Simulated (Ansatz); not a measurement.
# GeO2-ZnO: a series in temperature

How do cells made at different temperatures differ in energy, pressure, forces, levels, charges and cost?

Computed with Ansatz 0.2.0: Kohn-Sham DFT, PBE, PAW (set soft_2). Every run is a single point, with the atoms held where the recipe put them (cutoff of the plane-wave runs 420 eV, fixed occupations).

First member: 194 atoms (64 Ge, 1 Zn, 129 O) placed at random at 3.68 g/cm³, melted at 4000 K for 10 ps at fixed volume with the Morse and Coulomb pair potential with partial charges (Pedone, Malavasi, Menziani, Cormack and Segre, J. Phys. Chem. B 110, 11780 (2006)). Snapshot at the end of a hold of 10 ps at 1700 K and fixed volume.

Last member: 194 atoms (64 Ge, 1 Zn, 129 O) placed at random at 3.68 g/cm³, melted at 4000 K for 10 ps at fixed volume with the Morse and Coulomb pair potential with partial charges (Pedone, Malavasi, Menziani, Cormack and Segre, J. Phys. Chem. B 110, 11780 (2006)). Snapshot at the end of a hold of 10 ps at 2400 K and fixed volume.

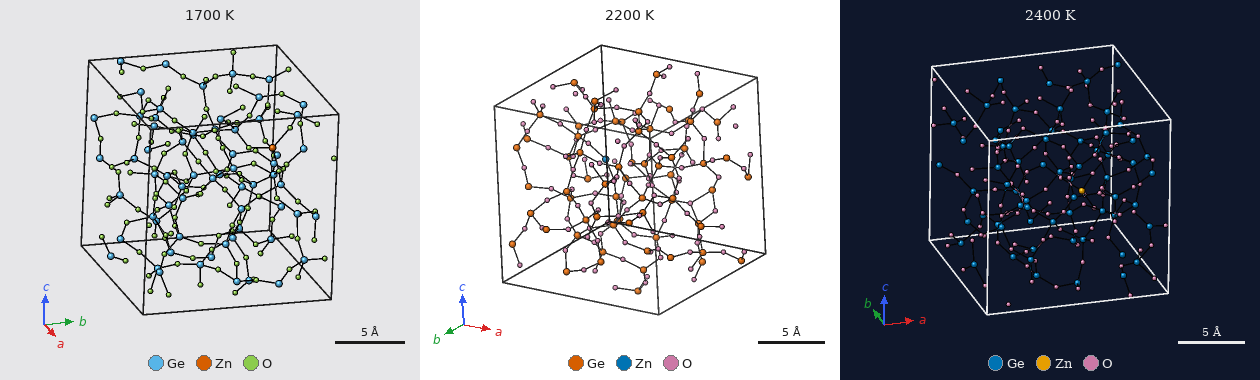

Three members of the series, labelled by temperature. Bonds to atoms that aren't drawn are left out. Some periodic images of atoms are drawn too.

The members:

| temperature (K) | reduced formula | atoms | valence electrons | k-mesh | basis | density (g/cm³) |
| --- | --- | --- | --- | --- | --- | --- |
| 1700 | ZnGe64O129 | 194 | 1682 | 1×1×1 | plane waves | 3.68 |
| 1860 | ZnGe64O129 | 194 | 1682 | 1×1×1 | plane waves | 3.68 |
| 2200 | ZnGe64O129 | 194 | 1682 | 1×1×1 | plane waves | 3.68 |
| 2400 | ZnGe64O129 | 194 | 1682 | 1×1×1 | plane waves | 3.68 |

Each cell is one sample from a classical run, so sample-to-sample scatter enters every column; pressures lack the kinetic term.

The input of the first member, without its atom lines; other members have their own cell and atoms, and may differ in mesh, basis and outputs:

```yaml
crystal:
  lattice:
    - [14.51, 0.0, 0.0]
    - [0.0, 14.51, 0.0]
    - [0.0, 0.0, 14.51]
  atoms:
    [... 194 lines ...]
kpoints:
  mp_grid: { grid: [1, 1, 1] }
hamiltonian:
  xc: pbe
scf:
  occupations: { method: fixed }
output:
  forces: true
  stress: true
  populations: true
  dos:
    method: { smearing: { sigma: 0.08 } }
    de: 0.1
    projected: { site_lists: { Ge: [Ge], O: [O], Zn: [Zn] } }
  eigenvalues: true
  write_density: true
  write_potential: true
  volumetric_format: npy
```

Results; charges are mean Löwdin charges in e:

| temperature (K) | energy less the first member's (meV/atom) | pressure (GPa) | r.m.s. force (eV/Å) | gap (eV) | q(Zn) | q(Ge) | q(O) |
| --- | --- | --- | --- | --- | --- | --- | --- |
| 1700 | 0.0 | 7.20 | 2.30 | 0.794 | +1.48 | +1.63 | -0.75 |
| 1860 | 28.2 | 9.08 | 2.51 | 0.997 | +1.50 | +1.63 | -0.75 |
| 2200 | 99.5 | 6.31 | 2.49 | 0.694 | +1.47 | +1.60 | -0.74 |
| 2400 | 73.2 | 5.59 | 2.43 | 0.026 | +1.52 | +1.60 | -0.74 |

The gap is that between the highest filled and lowest empty Kohn-Sham level on the run's k-points; tail or defect levels can set it, and semilocal functionals tend to put gaps under measured ones. The projection misses up to 0.046 e an atom, so the charges add up to more than the cell's charge.

Bonds in each cell, which the recipe sets and DFT didn't move; cutoffs follow each cell's own g(r) within set bounds (mean length in Å, and neighbours of the second kind about the first):

| temperature (K) | Ge-O length | Ge-O count | O-Zn length | O-Zn count |
| --- | --- | --- | --- | --- |
| 1700 | 1.747 | 4.00 | 1.961 | 0.02 |
| 1860 | 1.745 | 4.02 | 1.976 | 0.02 |
| 2200 | 1.764 | 4.00 | 1.940 | 0.02 |
| 2400 | 1.770 | 4.00 | 2.007 | 0.03 |

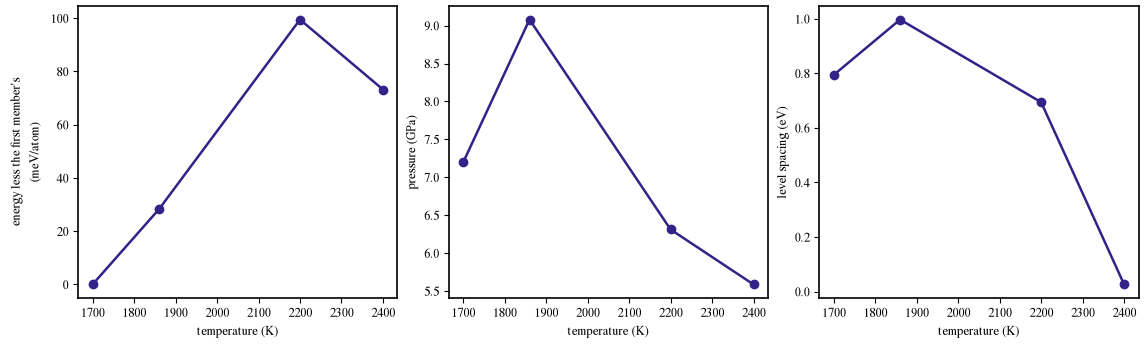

Results against temperature.

Cost on 8 threads of Arm Neoverse V1, shared host:

| temperature (K) | atoms | basis | k-mesh | SCF cycles | time | host memory (GiB) |
| --- | --- | --- | --- | --- | --- | --- |
| 1700 | 194 | plane waves | 1×1×1 | 10 | 2.1 min | 6.9 |
| 1860 | 194 | plane waves | 1×1×1 | 11 | 2.2 min | 6.9 |
| 2200 | 194 | plane waves | 1×1×1 | 12 | 2.3 min | 6.9 |
| 2400 | 194 | plane waves | 1×1×1 | 21 | 2.7 min | 6.9 |

Times include the outputs that each run asked for, on hosts shared with other jobs.

What the series shows: The energy against the first member is lowest at 1700 K (0.0 meV/atom) and highest at 2200 K (99.5 meV/atom); each member is a single configuration. The gap is lowest at 2400 K (0.026 eV) and highest at 1860 K (0.997 eV); in single samples it varies with the configuration. The mean charge on Zn is lowest at 2200 K (+1.47 e) and highest at 2400 K (+1.52 e), with no steady trend. The pressure is lowest at 2400 K (5.6 GPa) and highest at 1860 K (9.1 GPa).

Caveats: The starting topology of bonds comes from the classical model, and needn't be the one that DFT or experiment would give. At 2400 the occupations were fixed although filled and empty levels nearly touch, so that state is doubtful. The cells aren't relaxed by DFT, which could reorder their energies.

Left out: runs at 2000 (not converged).

[Logs are printed without paths, hosts, clocks, repeated set-up lines and the standing remarks that a program may print on its own settings, such as how far it seeks lower states.]

[Hosts, paths, dates, database ids (printed as entryN), source tags and the programs' standing remarks are cut or masked in the printed files.]
